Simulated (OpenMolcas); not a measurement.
# CoNH3Cl5 (charge −2): excited-state calculation (part 3 of 3)

Continued. System: CoNH3Cl5, charge −2, multiplicity 5. Method: CASPT2/ANO-R1, sfX2C (OpenMolcas 26.06). The geometry comes from this level: GFN2-xTB. The settings of this run were made unusual or wrong on purpose.

Geometry of the input (Å):
```
Co 0.0000  0.0000  0.0000
N  0.0000  0.0000  2.2727
H  0.9499  0.0000  2.6347
H  -0.4818  -0.8301  2.6095
H  -0.4860  0.8243  2.6182
Cl -0.0260  -0.0086  -2.3781
Cl -1.5706  -1.7648  0.1355
Cl 1.5633  1.7554  0.0981
Cl 1.7603  -1.5628  0.0972
Cl -1.7635  1.5724  0.1191
```

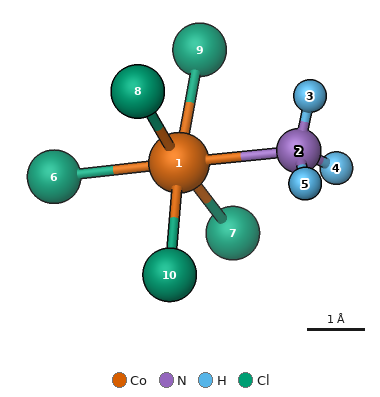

*The structure as given in the input (ball-and-stick view, seen at a tilt; atoms are numbered from 1 in the order of the input). Sticks mark near contacts.*

### Log, continued
```
      Mulliken spin population analysis for root number:  3
      ---------------------------------------------------

++    Molecular charges:
      ------------------

      Mulliken spin population per centre
      ---------------------------

                CO1     N2      H3      H4      H5      CL6     CL7     CL8     CL9     CL10
      Total    3.6772  0.0258 -0.0005 -0.0005 -0.0005  0.0710  0.0556  0.0582  0.0577  0.0559

      Total electronic spin=    4.000000
--

      LoProp population analysis for root number:  3
      -----------------------------------------------

++    LoProp analysis:
      ----------------

++    Static properties:
      ------------------

      LoProp Charges per center

                   CO1      N2       H3       H4       H5       CL6      CL7      CL8      CL9      CL10
      Nuclear     27.0000   7.0000   1.0000   1.0000   1.0000  17.0000  17.0000  17.0000  17.0000  17.0000
      Electronic -25.1218  -7.9639  -0.6729  -0.6746  -0.6743 -17.7739 -17.7769 -17.7817 -17.7816 -17.7785

      Total        1.8782  -0.9639   0.3271   0.3254   0.3257  -0.7739  -0.7769  -0.7817  -0.7816  -0.7785
--

      Natural Bond Order analysis for root number:  3

++    Natural Bond Order analysis
      ---------------------------
      Based on LoProp computed density
      -------------------------------------------------------------------------------------
      Atom A       Atom B       Bond Order
      -------------------------------------------------------------------------------------
      NBO located      1.004 non-bonded electrons on atom CO1
      NBO located      0.999 non-bonded electrons on atom CO1
      NBO located      0.998 non-bonded electrons on atom CO1
      NBO located      0.998 non-bonded electrons on atom CO1
      NBO located      1.000 non-bonded electrons on atom CO1
      NBO located      1.000 non-bonded electrons on atom CO1
      NBO located      1.000 non-bonded electrons on atom CO1
      NBO located      1.000 non-bonded electrons on atom CO1
      NBO located      1.000 non-bonded electrons on atom CO1
      NBO located      0.992 non-bonded electrons on atom N2
      NBO located      0.947 non-bonded electrons on atom N2
      NBO located      1.007 non-bonded electrons on atom CL6
      NBO located      1.007 non-bonded electrons on atom CL6
      NBO located      1.000 non-bonded electrons on atom CL6
      NBO located      1.000 non-bonded electrons on atom CL6
      NBO located      1.000 non-bonded electrons on atom CL6
      NBO located      1.000 non-bonded electrons on atom CL6
      NBO located      1.000 non-bonded electrons on atom CL6
      NBO located      1.009 non-bonded electrons on atom CL7
      NBO located      1.000 non-bonded electrons on atom CL7
      NBO located      1.000 non-bonded electrons on atom CL7
      NBO located      1.000 non-bonded electrons on atom CL7
      NBO located      1.000 non-bonded electrons on atom CL7
      NBO located      1.000 non-bonded electrons on atom CL7
      NBO located      1.010 non-bonded electrons on atom CL8
      NBO located      1.000 non-bonded electrons on atom CL8
      NBO located      1.000 non-bonded electrons on atom CL8
      NBO located      1.000 non-bonded electrons on atom CL8
      NBO located      1.000 non-bonded electrons on atom CL8
      NBO located      1.000 non-bonded electrons on atom CL8
      NBO located      1.010 non-bonded electrons on atom CL9
      NBO located      1.000 non-bonded electrons on atom CL9
      NBO located      1.000 non-bonded electrons on atom CL9
      NBO located      1.000 non-bonded electrons on atom CL9
      NBO located      1.000 non-bonded electrons on atom CL9
      NBO located      1.000 non-bonded electrons on atom CL9
      NBO located      1.009 non-bonded electrons on atom CL10
      NBO located      1.000 non-bonded electrons on atom CL10
      NBO located      1.000 non-bonded electrons on atom CL10
      NBO located      1.000 non-bonded electrons on atom CL10
      NBO located      1.000 non-bonded electrons on atom CL10
      NBO located      1.000 non-bonded electrons on atom CL10
      The remaining   21.291 electrons are to be considered as diffuse
--

--

      Von Neumann Entropy (Root   4) =  2.00000

      Mulliken population analysis for root number:  4
      -----------------------------------------------

++    Molecular charges:
      ------------------

      Mulliken charges per centre
      ---------------------------

                CO1     N2      H3      H4      H5      CL6     CL7     CL8     CL9     CL10
      Total   25.4784  7.7596  0.7425  0.7411  0.7414 17.7352 17.7010 17.6990 17.7002 17.7016

      N-E      1.5216 -0.7596  0.2575  0.2589  0.2586 -0.7352 -0.7010 -0.6990 -0.7002 -0.7016

      Total electronic charge=  124.000000

      Total            charge=   -2.000000
--

      Expectation values of various properties for root number:  4
      -----------------------------------------------------------

++    Molecular properties:
      ---------------------

      Charge (e):
                      =   -2.0000
      Dipole Moment (debye):
      Origin of the operator (angstrom)=   -0.0052   -0.0012   -0.1104
                   X=  9.3068E-02               Y=  1.9735E-02               Z=  7.2590E+00           Total=  7.2596E+00
      Center of Charge (angstrom)
                     X=   -0.01097736               Y=   -0.00235178               Z=   -0.78322966
      Quadrupole Moment (debye*angstrom):
      Origin of the operator (angstrom)=   -0.0052   -0.0012   -0.1104
                  XX= -1.2714E+02              XY=  5.0211E-02              XZ=  1.5751E-01              YY= -1.2713E+02
                  YZ=  4.3666E-02              ZZ= -1.0283E+02
      In traceless form (debye*angstrom)
                  XX= -1.2160E+01              XY=  7.5316E-02              XZ=  2.3626E-01              YY= -1.2144E+01
                  YZ=  6.5500E-02              ZZ=  2.4304E+01
--

      Mulliken spin population analysis for root number:  4
      ---------------------------------------------------

++    Molecular charges:
      ------------------

      Mulliken spin population per centre
      ---------------------------

                CO1     N2      H3      H4      H5      CL6     CL7     CL8     CL9     CL10
      Total    3.7753  0.0000  0.0001  0.0001  0.0001  0.0150  0.0511  0.0538  0.0531  0.0513

      Total electronic spin=    4.000000
--

      LoProp population analysis for root number:  4
      -----------------------------------------------

++    LoProp analysis:
      ----------------

++    Static properties:
      ------------------

      LoProp Charges per center

                   CO1      N2       H3       H4       H5       CL6      CL7      CL8      CL9      CL10
      Nuclear     27.0000   7.0000   1.0000   1.0000   1.0000  17.0000  17.0000  17.0000  17.0000  17.0000
      Electronic -25.0057  -7.9953  -0.6732  -0.6748  -0.6746 -17.8400 -17.7813 -17.7860 -17.7861 -17.7831

      Total        1.9943  -0.9953   0.3268   0.3252   0.3254  -0.8400  -0.7813  -0.7860  -0.7861  -0.7831
--

      Natural Bond Order analysis for root number:  4

++    Natural Bond Order analysis
      ---------------------------
      Based on LoProp computed density
      -------------------------------------------------------------------------------------
      Atom A       Atom B       Bond Order
      -------------------------------------------------------------------------------------
      NBO located      1.007 non-bonded electrons on atom CO1
      NBO located      1.003 non-bonded electrons on atom CO1
      NBO located      0.998 non-bonded electrons on atom CO1
      NBO located      0.998 non-bonded electrons on atom CO1
      NBO located      0.998 non-bonded electrons on atom CO1
      NBO located      1.000 non-bonded electrons on atom CO1
      NBO located      1.000 non-bonded electrons on atom CO1
      NBO located      1.000 non-bonded electrons on atom CO1
      NBO located      1.000 non-bonded electrons on atom CO1
      NBO located      1.000 non-bonded electrons on atom CO1
      NBO located      0.994 non-bonded electrons on atom N2
      NBO located      0.941 non-bonded electrons on atom N2
      NBO located      0.908 non-bonded electrons on atom CL6
      NBO located      1.007 non-bonded electrons on atom CL6
      NBO located      1.007 non-bonded electrons on atom CL6
      NBO located      1.000 non-bonded electrons on atom CL6
      NBO located      1.000 non-bonded electrons on atom CL6
      NBO located      1.000 non-bonded electrons on atom CL6
      NBO located      1.000 non-bonded electrons on atom CL6
      NBO located      1.000 non-bonded electrons on atom CL6
      NBO located      1.009 non-bonded electrons on atom CL7
      NBO located      1.000 non-bonded electrons on atom CL7
      NBO located      1.000 non-bonded electrons on atom CL7
      NBO located      1.000 non-bonded electrons on atom CL7
      NBO located      1.000 non-bonded electrons on atom CL7
      NBO located      1.000 non-bonded electrons on atom CL7
      NBO located      1.010 non-bonded electrons on atom CL8
      NBO located      1.000 non-bonded electrons on atom CL8
      NBO located      1.000 non-bonded electrons on atom CL8
      NBO located      1.000 non-bonded electrons on atom CL8
      NBO located      1.000 non-bonded electrons on atom CL8
      NBO located      1.000 non-bonded electrons on atom CL8
      NBO located      1.010 non-bonded electrons on atom CL9
      NBO located      1.000 non-bonded electrons on atom CL9
      NBO located      1.000 non-bonded electrons on atom CL9
      NBO located      1.000 non-bonded electrons on atom CL9
      NBO located      1.000 non-bonded electrons on atom CL9
      NBO located      1.000 non-bonded electrons on atom CL9
      NBO located      1.009 non-bonded electrons on atom CL10
      NBO located      1.000 non-bonded electrons on atom CL10
      NBO located      1.000 non-bonded electrons on atom CL10
      NBO located      1.000 non-bonded electrons on atom CL10
      NBO located      1.000 non-bonded electrons on atom CL10
      NBO located      1.000 non-bonded electrons on atom CL10
      The remaining   19.331 electrons are to be considered as diffuse
--

--

      Von Neumann Entropy (Root   5) =  2.00000

      Mulliken population analysis for root number:  5
      -----------------------------------------------

++    Molecular charges:
      ------------------

      Mulliken charges per centre
      ---------------------------

                CO1     N2      H3      H4      H5      CL6     CL7     CL8     CL9     CL10
      Total   25.4467  7.7339  0.7431  0.7417  0.7420 17.6792 17.7285 17.7277 17.7283 17.7290

      N-E      1.5533 -0.7339  0.2569  0.2583  0.2580 -0.6792 -0.7285 -0.7277 -0.7283 -0.7290

      Total electronic charge=  124.000000

      Total            charge=   -2.000000
--

      Expectation values of various properties for root number:  5
      -----------------------------------------------------------

++    Molecular properties:
      ---------------------

      Charge (e):
                      =   -2.0000
      Dipole Moment (debye):
      Origin of the operator (angstrom)=   -0.0052   -0.0012   -0.1104
                   X=  7.6204E-02               Y=  1.3996E-02               Z=  6.8704E+00           Total=  6.8709E+00
      Center of Charge (angstrom)
                     X=   -0.00922191               Y=   -0.00175436               Z=   -0.74277941
      Quadrupole Moment (debye*angstrom):
      Origin of the operator (angstrom)=   -0.0052   -0.0012   -0.1104
                  XX= -1.2905E+02              XY=  4.1316E-02              XZ=  1.9040E-01              YY= -1.2904E+02
                  YZ=  5.4762E-02              ZZ= -1.0012E+02
      In traceless form (debye*angstrom)
                  XX= -1.4471E+01              XY=  6.1975E-02              XZ=  2.8560E-01              YY= -1.4457E+01
                  YZ=  8.2142E-02              ZZ=  2.8928E+01
--

      Mulliken spin population analysis for root number:  5
      ---------------------------------------------------

++    Molecular charges:
      ------------------

      Mulliken spin population per centre
      ---------------------------

                CO1     N2      H3      H4      H5      CL6     CL7     CL8     CL9     CL10
      Total    3.8069  0.0258 -0.0005 -0.0005 -0.0005  0.0710  0.0236  0.0252  0.0250  0.0239

      Total electronic spin=    4.000000
--

      LoProp population analysis for root number:  5
      -----------------------------------------------

++    LoProp analysis:
      ----------------

++    Static properties:
      ------------------

      LoProp Charges per center

                   CO1      N2       H3       H4       H5       CL6      CL7      CL8      CL9      CL10
      Nuclear     27.0000   7.0000   1.0000   1.0000   1.0000  17.0000  17.0000  17.0000  17.0000  17.0000
      Electronic -24.9735  -7.9639  -0.6729  -0.6746  -0.6743 -17.7739 -17.8134 -17.8195 -17.8190 -17.8151

      Total        2.0265  -0.9639   0.3271   0.3254   0.3257  -0.7739  -0.8134  -0.8195  -0.8190  -0.8151
--

      Natural Bond Order analysis for root number:  5

++    Natural Bond Order analysis
      ---------------------------
      Based on LoProp computed density
      -------------------------------------------------------------------------------------
      Atom A       Atom B       Bond Order
      -------------------------------------------------------------------------------------
      NBO located      1.004 non-bonded electrons on atom CO1
      NBO located      0.999 non-bonded electrons on atom CO1
      NBO located      0.998 non-bonded electrons on atom CO1
      NBO located      0.998 non-bonded electrons on atom CO1
      NBO located      1.000 non-bonded electrons on atom CO1
      NBO located      1.000 non-bonded electrons on atom CO1
      NBO located      1.000 non-bonded electrons on atom CO1
      NBO located      1.000 non-bonded electrons on atom CO1
      NBO located      1.000 non-bonded electrons on atom CO1
      NBO located      0.992 non-bonded electrons on atom N2
      NBO located      0.947 non-bonded electrons on atom N2
      NBO located      1.007 non-bonded electrons on atom CL6
      NBO located      1.007 non-bonded electrons on atom CL6
      NBO located      1.000 non-bonded electrons on atom CL6
      NBO located      1.000 non-bonded electrons on atom CL6
      NBO located      1.000 non-bonded electrons on atom CL6
      NBO located      1.000 non-bonded electrons on atom CL6
      NBO located      1.000 non-bonded electrons on atom CL6
      NBO located      1.009 non-bonded electrons on atom CL7
      NBO located      1.000 non-bonded electrons on atom CL7
      NBO located      1.000 non-bonded electrons on atom CL7
      NBO located      1.000 non-bonded electrons on atom CL7
      NBO located      1.000 non-bonded electrons on atom CL7
      NBO located      1.000 non-bonded electrons on atom CL7
      NBO located      1.010 non-bonded electrons on atom CL8
      NBO located      1.000 non-bonded electrons on atom CL8
      NBO located      1.000 non-bonded electrons on atom CL8
      NBO located      1.000 non-bonded electrons on atom CL8
      NBO located      1.000 non-bonded electrons on atom CL8
      NBO located      1.000 non-bonded electrons on atom CL8
      NBO located      1.010 non-bonded electrons on atom CL9
      NBO located      1.000 non-bonded electrons on atom CL9
      NBO located      1.000 non-bonded electrons on atom CL9
      NBO located      1.000 non-bonded electrons on atom CL9
      NBO located      1.000 non-bonded electrons on atom CL9
      NBO located      1.000 non-bonded electrons on atom CL9
      NBO located      1.009 non-bonded electrons on atom CL10
      NBO located      1.000 non-bonded electrons on atom CL10
      NBO located      1.000 non-bonded electrons on atom CL10
      NBO located      1.000 non-bonded electrons on atom CL10
      NBO located      1.000 non-bonded electrons on atom CL10
      NBO located      1.000 non-bonded electrons on atom CL10
      The remaining   21.233 electrons are to be considered as diffuse
--

--

      Average orbitals are written to the RASORB file
      Natural orbitals for root   1 are written to the RASORB.1 file
      Natural orbitals for root   2 are written to the RASORB.2 file
      Natural orbitals for root   3 are written to the RASORB.3 file
      Natural orbitals for root   4 are written to the RASORB.4 file
      Natural orbitals for root   5 are written to the RASORB.5 file
      Spin density orbitals for root   1 are written to the SPDORB.1 file
      Spin density orbitals for root   2 are written to the SPDORB.2 file
      Spin density orbitals for root   3 are written to the SPDORB.3 file
      Spin density orbitals for root   4 are written to the SPDORB.4 file
      Spin density orbitals for root   5 are written to the SPDORB.5 file

--- Stop Module: rasscf /rc=_RC_ALL_IS_WELL_ ---
           step12.LoProp.molden step12.RasOrb.1 step12.RasOrb.4 step12.RasOrb step12.RasOrb.5 step12.RasOrb.2 step12.RasOrb.3 step12.rasscf.h5 step12.SpdOrb.3 step12.SpdOrb.1
           step12.SpdOrb.2 step12.SpdOrb.4 step12.SpdOrb.5 xmldump
--- Module rasscf spent 11 seconds ---

--- Start Module: caspt2 ---

                                              &CASPT2

                       available to each process: 1.9 GB of memory, 1 thread

 ###############################################################################
 ###    WARNING: User changed nr of frozen orbitals.                         ###
 ###############################################################################
 ###    ERROR: Too many frozen orbitals!                                     ###
 ###############################################################################
--- Stop Module: caspt2 /rc=_RC_INPUT_ERROR_ ---

.####################.
.# User input error #.
.####################.

    Timing: Wall=24.47 User=23.40 System=1.04
```

### Outcome

```json
{"quantity": "outcome", "value": "refused by the program"}
{"quantity": "basis functions", "value": "150"}
```

### Diagnosis

Some settings of this run were drawn to be unusual or wrong (frozen set to 124 (from default)). The program refused the input.
